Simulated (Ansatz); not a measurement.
**wB97X/6-31G(d) (spherical functions) run of C6H12 (methylcyclopentane)**

Aim: the electronic atomisation energy of C6H12 (methylcyclopentane) at wB97X/6-31G* (spherical functions), from 3 runs. 

The results are computed with Ansatz 0.2.0.

19 further runs of the same task are left out: 1 that didn't finish, 18 set aside as unsound or not needed.

### Step 1. The molecule

The species is C6H12 (18 atoms), meant as a singlet with charge 0. SMILES: `CC1CCCC1`. The shape is that of a PBE0-D4/def2-TZVP optimisation. This is one conformer, not always the lowest.

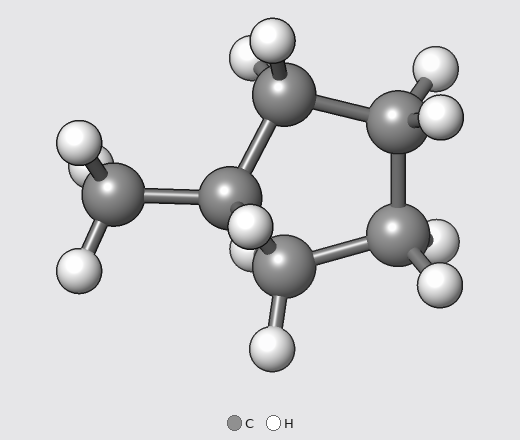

Viewed from a chosen angle; carbon grey, hydrogen white.

### Step 2. A single-point energy at wB97X/6-31G(d) (spherical functions)

Input file input.yaml:

```yaml
crystal:
  periodic: [false, false, false]
  atoms:
    - {symbol: C, position_ang: [1.205820, -1.782710, 0.205580]}
    - {symbol: C, position_ang: [0.653600, -0.373720, 0.264760]}
    - {symbol: C, position_ang: [0.403000, 0.269490, -1.096340]}
    - {symbol: C, position_ang: [-0.490040, 1.477080, -0.795690]}
    - {symbol: C, position_ang: [-1.228180, 1.130880, 0.519190]}
    - {symbol: C, position_ang: [-0.716550, -0.254930, 0.926780]}
    - {symbol: H, position_ang: [0.522920, -2.439790, -0.342380]}
    - {symbol: H, position_ang: [2.174220, -1.813190, -0.300730]}
    - {symbol: H, position_ang: [1.340610, -2.203190, 1.205640]}
    - {symbol: H, position_ang: [1.357520, 0.263110, 0.818890]}
    - {symbol: H, position_ang: [-0.129480, -0.450460, -1.729510]}
    - {symbol: H, position_ang: [1.323880, 0.537670, -1.620070]}
    - {symbol: H, position_ang: [0.118950, 2.374720, -0.662600]}
    - {symbol: H, position_ang: [-1.179770, 1.688420, -1.615150]}
    - {symbol: H, position_ang: [-0.991360, 1.866510, 1.291780]}
    - {symbol: H, position_ang: [-2.313350, 1.144350, 0.400200]}
    - {symbol: H, position_ang: [-0.682870, -0.397360, 2.009730]}
    - {symbol: H, position_ang: [-1.368930, -1.036890, 0.519920]}
basis:
  gaussian:
    orbitals: 6-31G_st_-spherical.json
hamiltonian:
  xc: {name: wB97X}
accuracy: high
output: {orbitals: {seedname: orbitals}}
```

The basis set 6-31G* is read from a file made from the Basis Set Exchange's data (not shown).

Run with:

```sh
$ ansatz run input.yaml --threads 1 --pin off --max-ram 3480MiB --events-out events.jsonl --progress --plain --runs-dir runs
```

Output:

```text
Warning: RAYON_NUM_THREADS=1 ignored (pool sized by the plan → 1); use --threads N
Functional definition: wB97X
  name "wB97X"
  parameter omega = 0.3/bohr
  parameter cx = 0.157706
  parameter cx1 = 0.726479
  parameter cx2 = 1.04760
  parameter cx3 = -5.70635
  parameter cx4 = 13.2794
  parameter css1 = -4.33879
  parameter css2 = 18.2308
  parameter css3 = -31.7430
  parameter css4 = 17.2901
  parameter cos1 = 2.37031
  parameter cos2 = -11.3995
  parameter cos3 = 6.58405
  parameter cos4 = -3.78132
  exchange = spin_sum(e_x_unif_sr(omega)*poly(b97_u_x, 1 - cx, cx1, cx2, cx3, cx4)) + cx*exact_x_sr(omega)
      + exact_x_lr(omega)
  correlation = spin_sum(e_c_pw_same_spin*poly(b97_u_same, 1, css1, css2, css3, css4))
      + integral(e_c_pw_opposite_spin*poly(b97_u_opposite, 1, cos1, cos2, cos3, cos4))
2864 factors; integrals over basis functions are off by at most 3.1e-9 eV
451 factors; integrals over basis functions are off by at most 1.5e-9 eV
mean field evaluation 1: about -6413.2299 eV, gradient 3.6e1 eV
mean field evaluation 2: about -6414.9685 eV, gradient 2.5e1 eV
mean field evaluation 4: about -6416.4425 eV, gradient 9.0e-1 eV
mean field evaluation 8: about -6416.7284 eV, gradient 5.1e-2 eV
mean field evaluation 16: about -6416.7284 eV, gradient 6.1e-6 eV
mean field -6416.72844460 eV, -235.8104209244 hartree, gradient 6.5e-8 eV, S^2 0.000000; 0 other end points of the search recorded, 0 dependent functions left out
reference -6416.72844200 eV, -235.8104208288 hartree; 24, 24 occupied and 84, 84 virtual orbitals, 2864 factors
Total energy: -6416.72844200 eV, -235.8104208288 hartree
```

Run time: 54 s. Hardware: 1 thread of Arm Neoverse V1, shared host; peak memory 0.81 GiB.

### Step 3. The C atom at the same level

Input file input.yaml:

```yaml
basis:
  gaussian: {orbitals: 6-31G_st_-spherical.json}
crystal:
  periodic: [false, false, false]
  atoms:
    - symbol: C
      position_ang: [0.000000, 0.000000, 0.000000]
magnetization: {spin_polarized: true, initial_magnetization: 2}
accuracy: high
hamiltonian: {xc: {name: wB97X}}
```

The basis set 6-31G* is read from a file made from the Basis Set Exchange's data (not shown).

Run the same way, it converges to -37.83308 Eh (log not shown).

### Step 4. The H atom, same level

Input file input.yaml:

```yaml
crystal:
  periodic: [false, false, false]
  atoms:
    - {symbol: H, position_ang: [0.000000, 0.000000, 0.000000]}
basis:
  gaussian: {orbitals: "6-31G*"}
magnetization: {spin_polarized: true, initial_magnetization: 1}
accuracy: high
hamiltonian: {xc: {name: wB97X}}
```

Run with:

```sh
$ ansatz run input.yaml --threads 1 --pin off --max-ram 3480MiB --events-out events.jsonl --progress --plain --runs-dir runs
```

Output, cut to the lines that bear on the results:

```text
Warning: RAYON_NUM_THREADS=1 ignored (pool sized by the plan → 1); use --threads N
[... 2 set-up lines as earlier in the session ...]
[...]
      + exact_x_lr(omega)
[...]
      + integral(e_c_pw_opposite_spin*poly(b97_u_opposite, 1, cos1, cos2, cos3, cos4))
3 factors; integrals over basis functions are off by at most 5.4e-10 eV
3 factors; integrals over basis functions are off by at most 5.2e-10 eV
[...]
mean field -13.58722251 eV, -0.4993212176 hartree, gradient 4.4e-9 eV, S^2 0.750000; 0 other end points of the search recorded, 0 dependent functions left out
reference -13.58722266 eV, -0.4993212230 hartree; 1, 0 occupied and 1, 2 virtual orbitals, 3 factors
Total energy: -13.58722266 eV, -0.4993212230 hartree
```

Run time: 0.46 s. Hardware: 1 thread of Arm Neoverse V1, shared host; peak memory 0.091 GiB.

### Step 5. Outcome

At wB97X/6-31G* (spherical functions):

| quantity | value |
| --- | --- |
| molecule: total energy | -235.81042 Eh |
| molecule: HOMO energy | -10.98 eV |
| molecule: LUMO energy | 4.78 eV |
| molecule: HOMO–LUMO gap | 15.76 eV |
| C atom: total energy | -37.83308 Eh |
| C atom: ⟨S²⟩ | 2.004 |
| H atom: total energy | -0.49932 Eh |
| H atom: ⟨S²⟩ | 0.750 |
| electronic atomisation energy | 76.738 eV |

Taking the molecule apart into free atoms costs 76.74 eV (7404 kJ/mol), before zero-point energy and without spin-orbit coupling.
